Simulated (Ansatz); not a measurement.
## Ligand exchange: GeH(CH3)Cl2 + Si2H3Cl3 → GeHCl3 + CH6Cl2Si2

Species: GeH(CH3)Cl2, singlet; Si2H3Cl3 `Cl[SiH2][SiH](Cl)Cl`, singlet; GeHCl3 `[Cl][GeH]([Cl])[Cl]`, singlet; CH6Cl2Si2 `C[SiH2][SiH](Cl)Cl`, singlet. The partners trade CH3 for Cl: Ge–CH3 and Si–Cl bonds give way to Ge–Cl and Si–CH3.

Shapes, held fixed at every level: PBE0-D4/def2-TZVP. Flexible molecules stand in one conformer, not always the lowest. Programs: Ansatz 0.2.0. The zero-point and thermal change to 298 K, harmonic and unscaled (PBE0-D4/def2-TZVP), is -0.8 kJ/mol.

| level | kind | ΔH(298 K) (kJ/mol) | less CCSD(T)/def2-TZVPP |
| --- | --- | --- | --- |
| HF/def2-TZVPP | Hartree–Fock | +23.0 | +1.6 |
| PBE0-D4/def2-TZVPP | global hybrid | +18.1 | -3.3 |
| wB97M-V/def2-TZVPP | range-separated hybrid | +19.5 | -1.9 |
| MP2/def2-SVP | perturbation theory | +10.5 | -10.9 |
| CCSD(T)/def2-SVP | coupled cluster or CI | +9.0 | -12.4 |
| CCSD/def2-SVP | coupled cluster or CI | +10.2 | -11.2 |
| CCSD/def2-TZVPP | coupled cluster or CI | +22.6 | +1.2 |
| CCSD(T)/def2-TZVPP | coupled cluster or CI | +21.4 | 0.0 |

The highest level, CCSD(T)/def2-TZVPP, gives ΔH(298 K) = +21.4 kJ/mol; the levels span +9.0 to +23.0. The column of differences is taken from that level and isn't an error. No measured value is set beside it here. Relativity is left out for Ge unless named. Correlated rows may include outer-core shells of Ge, which these sets cover unevenly.

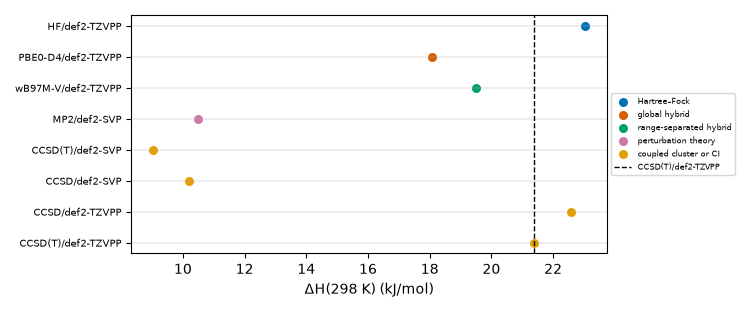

The values of the table, level by level.
